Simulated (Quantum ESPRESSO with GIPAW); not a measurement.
# 1H and 17O NMR of H2SeO3, calculated

Aim: the magnetic shielding of every site in H2SeO3.

Program: Quantum ESPRESSO with GIPAW 8.0dev (patched build). Level of theory: DFT, PBEsol, plane-wave PAW (pslibrary 1.0.0 recipes), scalar-relativistic, GIPAW; a patched development version of the program. Results are calculated unless marked as measured.

## 1. Set-up

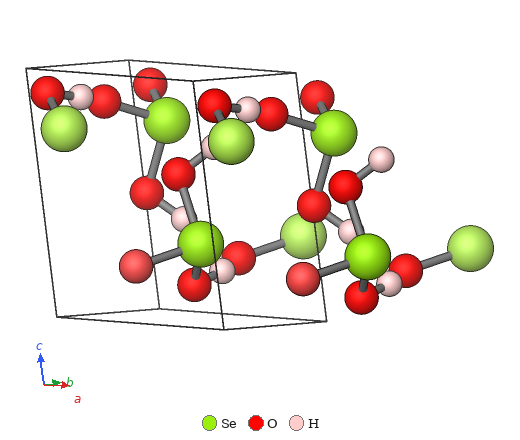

Start, viewed slightly off an axis; selenium green, oxygen red, hydrogen pink. 2×1×1 cells are drawn. Some periodic images of atoms are drawn too.

The cell is a computed entry of the Materials Project; it need not be the form that is stable at ambient conditions.

This structure had its atoms relaxed beforehand (DFT, PBEsol, plane-wave PAW (pslibrary 1.0.0 recipes), Quantum ESPRESSO with GIPAW), starting from the database entry, since shieldings follow bond lengths closely.

## 2. The SCF step

GIPAW is a response on top of the ground state, so the wavefunctions come first. Their errors pass straight into the induced current, hence the tight threshold. No empty states are asked for: the response is solved without them. The mesh has a spacing of 0.37 Å⁻¹ at most. The PAW files were made with ld1.x from the pslibrary 1.0.0 recipes, with GIPAW reconstruction switched on.

Contents of scf.in:

```
&control
  calculation = 'scf'
  prefix = 'x'
  outdir = './tmp/'
  pseudo_dir = './'
/
&system
  ibrav = 0
  nat = 12
  ntyp = 3
  ecutwfc = 65
  ecutrho = 390
  nbnd = 36
/
&electrons
  conv_thr = 1.0d-10
  mixing_beta = 0.7
  electron_maxstep = 100
/
ATOMIC_SPECIES
  Se 78.971 Se.pbesol-dn-kjpaw_psl.1.0.0-gipaw.UPF
  O 15.999 O.pbesol-n-kjpaw_psl.1.0.0-gipaw.UPF
  H 1.008 H.pbesol-kjpaw_psl.1.0.0-gipaw.UPF
CELL_PARAMETERS angstrom
  4.69766321 0.00000000 0.00000000
  -0.75420826 4.98501974 0.00000000
  -0.15674792 -1.28739288 5.68138224
ATOMIC_POSITIONS crystal
  Se 0.31242025 0.79720346 0.78019684
  Se 0.81484836 0.17379407 0.32914166
  O 0.63839855 0.34670803 0.15089469
  O 0.65621965 0.29611380 0.59773674
  O 0.59996383 0.86727693 0.23899922
  O 0.17177498 0.74245134 0.48335893
  O 0.08950457 0.03539886 0.90457880
  O 0.11654746 0.52749301 0.85551906
  H 0.34137114 0.79947760 0.38470799
  H 0.82925336 0.39798576 0.71355722
  H 0.16544922 0.23004595 0.88592078
  H 0.68614761 0.55545018 0.20209007
K_POINTS automatic
  4 4 3 1 1 1
```

The run is started by

```sh
$ mpirun -np 4 pw.x -nk 4 -in scf.in > scf.out
```

Output:

```text
bravais-lattice index     =            0
     lattice parameter (alat)  =       8.8773  a.u.
     unit-cell volume          =     897.8409 (a.u.)^3
     number of atoms/cell      =           12
     number of atomic types    =            3
     number of electrons       =        72.00
     number of Kohn-Sham states=           36
     kinetic-energy cutoff     =      65.0000  Ry
     charge density cutoff     =     390.0000  Ry
     scf convergence threshold =      1.0E-10
     mixing beta               =       0.7000
     number of iterations used =            8  plain     mixing
     Exchange-correlation= SLA-PW-PSX-PSC
                           (   1   4  10   8   0   0   0)
[...]
Se               16.00    78.97100     Se( 1.00)
     O                 6.00    15.99900     O ( 1.00)
     H                 1.00     1.00800     H ( 1.00)

     No symmetry found
[...]
number of k points=    24
[...]
Dense  grid:   116721 G-vectors     FFT dimensions: (  60,  60,  72)

     Smooth grid:    63607 G-vectors     FFT dimensions: (  45,  50,  60)

     Check: negative core charge=   -0.000003

     Initial potential from superposition of free atoms

     starting charge      71.9998, renormalised to      72.0000
     Starting wfcs are   46 randomized atomic wfcs

     Self-consistent Calculation

     iteration #  1     ecut=    65.00 Ry     beta= 0.70
     Davidson diagonalization with overlap
     ethr =  1.00E-02,  avg # of iterations =  2.0

     total energy              =   -1046.80383610 Ry
     estimated scf accuracy    <       2.88232623 Ry

     iteration #  2     ecut=    65.00 Ry     beta= 0.70
     Davidson diagonalization with overlap
     ethr =  4.00E-03,  avg # of iterations =  8.1

     total energy              =   -1048.09849039 Ry
     estimated scf accuracy    <       3.21993770 Ry

     iteration #  3     ecut=    65.00 Ry     beta= 0.70
     Davidson diagonalization with overlap
     ethr =  4.00E-03,  avg # of iterations =  2.0

     total energy              =   -1047.73372493 Ry
     estimated scf accuracy    <       0.89306226 Ry

[...]
total energy              =   -1048.58482273 Ry
[...]
iteration # 37     ecut=    65.00 Ry     beta= 0.70
     Davidson diagonalization with overlap
     ethr =  2.61E-13,  avg # of iterations =  6.3

     total energy              =   -1048.58482273 Ry
     estimated scf accuracy    <          1.1E-10 Ry

     iteration # 38     ecut=    65.00 Ry     beta= 0.70
     Davidson diagonalization with overlap
     ethr =  1.46E-13,  avg # of iterations =  2.3

     End of self-consistent calculation
     [one-electron energies left out]

!    total energy              =   -1048.58482273 Ry
     total all-electron energy =    -10618.435112 Ry
     estimated scf accuracy    <          9.0E-11 Ry

     The total energy is the sum of the following terms:
     one-electron contribution =    -595.43564658 Ry
     hartree contribution      =     319.06232828 Ry
     xc contribution           =    -103.07695493 Ry
     ewald contribution        =    -338.19346862 Ry
     one-center paw contrib.   =    -330.94108088 Ry

     convergence has been achieved in  38 iterations
[...]
JOB DONE.
```

Wall time 3.4 min (4 MPI ranks of Arm Neoverse V1, shared host); peak memory 0.98 GiB.

It converged in 38 cycles to an estimated accuracy of 9e-11 Ry, on 24 irreducible k-points.

## 3. GIPAW: job nmr

The job finds the current that a weak uniform field induces (applied as a long wave, q_gipaw) and the field that this current makes at each nucleus. On atoms with p or d valence electrons much of the paramagnetic part arises close to the nucleus, where the PAW partial waves rebuild the true states. pawproj makes the reconstruction use the PAW data sets' own projectors.

Contents of nmr.in:

```
&inputgipaw
  job = 'nmr'
  prefix = 'x'
  tmp_dir = './tmp/'
  restart_mode = 'from_scratch'
  verbosity = 'low'
  q_gipaw = 0.01
  spline_ps = .true.
  conv_threshold = 1.0d-11
  use_nmr_macroscopic_shape = .false.
  pawproj(1) = .true.
  pawproj(2) = .true.
  pawproj(3) = .true.
/
```

The run is started by

```sh
$ mpirun -np 4 gipaw.x -in nmr.in > nmr.out
```

Output:

```text
[banner, memory and clock lines left out]
[a note of our patched build left out]

     Parallelizing q-star over 1 images

     IMPORTANT: XC functional enforced from input :
     Exchange-correlation= PBESOL
                           (   1   4  10   8   0   0   0)
     Any further DFT definition will be discarded
     Please, verify this is what you really want

     Check: negative core charge=   -0.000003
[...]
projs nearly linearly dependent: l=0  n1,n2= 1, 2  s=  0.99970544
[...]
alpha_pv=     97.3092 eV

     spline_ps is .false., expect some extrapolation errors

     q-space interpolation up to    78.00 Rydberg

     GIPAW job: nmr
     NMR macroscopic correction: no
[...]
Computing the magnetic susceptibility     isolve=0    ethr=  0.1000E-10
     Starting from scratch
     k-point #    1 of    24      pool #  1    cpu time:       1.3
[...]
End of magnetic susceptibility calculation

     f-sum rule (1st term):
           -54.0767         -0.0123          0.0026
            -0.0105        -54.1216         -0.0034
             0.0025         -0.0040        -54.1025

     f-sum rule (2nd term):
            -1.0487          0.0107         -0.0026
             0.0086         -0.9929          0.0030
            -0.0026          0.0034         -1.0210

     f-sum rule (should be   -55.1241):
           -55.1254         -0.0016         -0.0001
            -0.0019        -55.1145         -0.0004
            -0.0001         -0.0005        -55.1235

[... susceptibilities left out ...]
     Contributions to the NMR chemical shifts: -------------------------------

     Macroscopic shape contribution in ppm:                    0.00
             0.0000          0.0000          0.0000
             0.0000          0.0000          0.0000
             0.0000          0.0000          0.0000

     Core contribution in ppm:

     Atom  1  Se  pos: (  0.158397  0.632156  0.943575)  core sigma:        2629.72
     Atom  2  Se  pos: (  0.775963  0.094224  0.398066)  core sigma:        2629.72
     Atom  3  O   pos: (  0.577700  0.326564  0.182493)  core sigma:         270.50
     Atom  4  O   pos: (  0.588734  0.150418  0.722906)  core sigma:         270.50
     Atom  5  O   pos: (  0.452748  0.854831  0.289047)  core sigma:         270.50
     Atom  6  O   pos: (  0.036446  0.655403  0.584577)  core sigma:         270.50
     Atom  7  O   pos: (  0.053638 -0.210335  1.094003)  core sigma:         270.50
     Atom  8  O   pos: (  0.003312  0.325305  1.034670)  core sigma:         270.50
     Atom  9  H   pos: (  0.200179  0.742953  0.465268)  core sigma:           0.00
     Atom 10  H   pos: (  0.741547  0.226780  0.862980)  core sigma:           0.00
     Atom 11  H   pos: (  0.098955  0.001332  1.071438)  core sigma:           0.00
     Atom 12  H   pos: (  0.590227  0.534044  0.244409)  core sigma:           0.00

     Bare contribution in ppm:

     Atom  1  Se  pos: (  0.158397  0.632156  0.943575)  bare sigma:          16.09
[...]
Atom  2  Se  pos: (  0.775963  0.094224  0.398066)  bare sigma:          15.50
[...]
Atom  3  O   pos: (  0.577700  0.326564  0.182493)  bare sigma:          17.66
[...]
Atom  4  O   pos: (  0.588734  0.150418  0.722906)  bare sigma:          10.33
[...]
Atom  5  O   pos: (  0.452748  0.854831  0.289047)  bare sigma:           8.36
[...]
Atom  6  O   pos: (  0.036446  0.655403  0.584577)  bare sigma:           9.10
[...]
Atom  7  O   pos: (  0.053638 -0.210335  1.094003)  bare sigma:          12.30
[...]
Atom  8  O   pos: (  0.003312  0.325305  1.034670)  bare sigma:           9.61
[...]
Atom  9  H   pos: (  0.200179  0.742953  0.465268)  bare sigma:           8.30
[...]
Atom 10  H   pos: (  0.741547  0.226780  0.862980)  bare sigma:           8.48
[...]
Atom 11  H   pos: (  0.098955  0.001332  1.071438)  bare sigma:           9.55
[...]
Atom 12  H   pos: (  0.590227  0.534044  0.244409)  bare sigma:          10.49
[...]
Diamagnetic contribution in ppm:

     Atom  1  Se  pos: (  0.158397  0.632156  0.943575)  dia sigma:         318.26
[...]
Atom  2  Se  pos: (  0.775963  0.094224  0.398066)  dia sigma:         318.25
[...]
Atom  3  O   pos: (  0.577700  0.326564  0.182493)  dia sigma:          17.35
[...]
Atom  4  O   pos: (  0.588734  0.150418  0.722906)  dia sigma:          17.21
[...]
Atom  5  O   pos: (  0.452748  0.854831  0.289047)  dia sigma:          17.03
[...]
Atom  6  O   pos: (  0.036446  0.655403  0.584577)  dia sigma:          17.26
[...]
Atom  7  O   pos: (  0.053638 -0.210335  1.094003)  dia sigma:          17.33
[...]
Atom  8  O   pos: (  0.003312  0.325305  1.034670)  dia sigma:          17.08
[...]
Atom  9  H   pos: (  0.200179  0.742953  0.465268)  dia sigma:           0.85
[...]
Atom  4  O   pos: (  0.588734  0.150418  0.722906)  para_oo sigma:          -0.37
[...]
Atom  5  O   pos: (  0.452748  0.854831  0.289047)  para_oo sigma:          -0.99
[...]
Atom  6  O   pos: (  0.036446  0.655403  0.584577)  para_oo sigma:          -0.34
[...]
Atom  7  O   pos: (  0.053638 -0.210335  1.094003)  para_oo sigma:          -0.48
[...]
Atom  8  O   pos: (  0.003312  0.325305  1.034670)  para_oo sigma:          -1.16
[...]
Atom  9  H   pos: (  0.200179  0.742953  0.465268)  para_oo sigma:           0.00
[...]
Atom 10  H   pos: (  0.741547  0.226780  0.862980)  para_oo sigma:           0.00
[...]
Atom 11  H   pos: (  0.098955  0.001332  1.071438)  para_oo sigma:           0.00
[...]
Atom 12  H   pos: (  0.590227  0.534044  0.244409)  para_oo sigma:           0.00
[...]
Paramagnetic US L_R Q_R contribution in ppm:

     Atom  1  Se  pos: (  0.158397  0.632156  0.943575)  para_lq sigma:       -1005.61
[...]
Atom  2  Se  pos: (  0.775963  0.094224  0.398066)  para_lq sigma:       -1004.51
[...]
Atom  3  O   pos: (  0.577700  0.326564  0.182493)  para_lq sigma:        -214.36
[...]
Atom  4  O   pos: (  0.588734  0.150418  0.722906)  para_lq sigma:        -214.20
[...]
Atom  5  O   pos: (  0.452748  0.854831  0.289047)  para_lq sigma:        -218.89
[...]
Atom  6  O   pos: (  0.036446  0.655403  0.584577)  para_lq sigma:        -214.30
[...]
Atom  7  O   pos: (  0.053638 -0.210335  1.094003)  para_lq sigma:        -214.78
[...]
Atom  8  O   pos: (  0.003312  0.325305  1.034670)  para_lq sigma:        -218.68
[...]
Atom  9  H   pos: (  0.200179  0.742953  0.465268)  para_lq sigma:           0.00
[...]
Atom 10  H   pos: (  0.741547  0.226780  0.862980)  para_lq sigma:           0.00
[...]
Atom 11  H   pos: (  0.098955  0.001332  1.071438)  para_lq sigma:           0.00
[...]
Atom 12  H   pos: (  0.590227  0.534044  0.244409)  para_lq sigma:           0.00
[...]
Total NMR chemical shifts in ppm: ---------------------------------------
     (adopting the Simpson convention for anisotropy and asymmetry)-----------

     Atom  1  Se  pos: (  0.158397  0.632156  0.943575)  Total sigma:         245.01
           318.6741        136.2277         29.9481
            74.7145        247.3170         42.1028
            24.5742         57.5187        169.0332

     Se      1    anisotropy:    240.80    eta:    0.3110
[...]
Atom  2  Se  pos: (  0.775963  0.094224  0.398066)  Total sigma:         226.03
           354.9322        153.6504         -2.8615
            65.3922        187.3261        -68.9101
            -5.3872        -32.8034        135.8417

     Se      2    anisotropy:    278.34    eta:    0.4696
[...]
Atom  3  O   pos: (  0.577700  0.326564  0.182493)  Total sigma:          70.23
            70.2968        -53.3033         30.5066
           -57.2978         38.3572        -40.9973
            30.2457        -23.9589        102.0378

     O       3    anisotropy:    121.47    eta:    0.8308
[...]
Atom  4  O   pos: (  0.588734  0.150418  0.722906)  Total sigma:          44.92
            -2.5534        -53.7032        -71.3950
           -28.3095         57.1941        -27.1736
           -83.3486        -26.1759         80.1165

     O       4    anisotropy:   -169.42    eta:    0.4457
[...]
Atom  5  O   pos: (  0.452748  0.854831  0.289047)  Total sigma:          39.48
            12.9727         21.8559         48.8697
            25.9515         20.1636        -43.6674
            21.3617        -27.6538         85.3184

     O       5    anisotropy:   -103.25    eta:    0.9686
[...]
Atom  6  O   pos: (  0.036446  0.655403  0.584577)  Total sigma:          40.71
           -28.3108        -57.6774         65.1767
           -47.9284         45.2435         33.4190
            65.9122         25.8939        105.1970

     O       6    anisotropy:   -185.97    eta:    0.4857
[...]
Atom  7  O   pos: (  0.053638 -0.210335  1.094003)  Total sigma:          51.73
            78.0916        -84.1144        -39.2943
           -80.5340          7.5002          9.0426
           -30.1020        -11.4018         69.5863

     O       7    anisotropy:   -152.99    eta:    0.8002
[...]
Atom  8  O   pos: (  0.003312  0.325305  1.034670)  Total sigma:          43.58
            31.9816         13.2519        -59.1745
            13.9947         30.3993         48.4953
           -33.7991         48.2459         68.3667

     O       8    anisotropy:   -108.55    eta:    0.9654
[...]
Atom  9  H   pos: (  0.200179  0.742953  0.465268)  Total sigma:           9.15
            12.8694          8.3697        -12.2381
             8.1564          2.8578         -7.8549
           -10.7435         -6.4107         11.7164

     H       9    anisotropy:     28.95    eta:    0.1425
[...]
Atom 10  H   pos: (  0.741547  0.226780  0.862980)  Total sigma:           9.33
            12.3481          7.5782         11.8530
             6.8485          2.5105          7.3249
            10.0575          6.0770         13.1390

     H      10    anisotropy:     27.35    eta:    0.1801
[...]
Atom 11  H   pos: (  0.098955  0.001332  1.071438)  Total sigma:          10.42
             2.8273         -2.1830          0.0788
            -4.0517         28.2498         -0.5699
            -1.1323         -2.4248          0.1777

     H      11    anisotropy:     27.42    eta:    0.1495
[...]
Atom 12  H   pos: (  0.590227  0.534044  0.244409)  Total sigma:          11.36
             3.3623         -4.4162         -0.0302
            -6.0618         28.0174          1.9455
             0.5442          4.6051          2.7066

     H      12    anisotropy:     27.14    eta:    0.0994
[...]
```

The job ended after 27 min (4 MPI ranks; peak memory 0.56 GiB).

(Continued in part 2 of 2.)

[Banner, clock, file and message-heading lines were taken out of the pw.x and gipaw.x logs.]

[Logs are printed without paths, hosts, clocks, repeated set-up lines and the standing remarks that a program may print on its own settings, such as how far it seeks lower states.]

[Hosts, paths, dates, database ids (printed as entryN), source tags and the programs' standing remarks are cut or masked in the printed files.]

[Where no reference line passes its bar on scatter, no shift is given, so a measured shift of this compound may stand uncompared.]
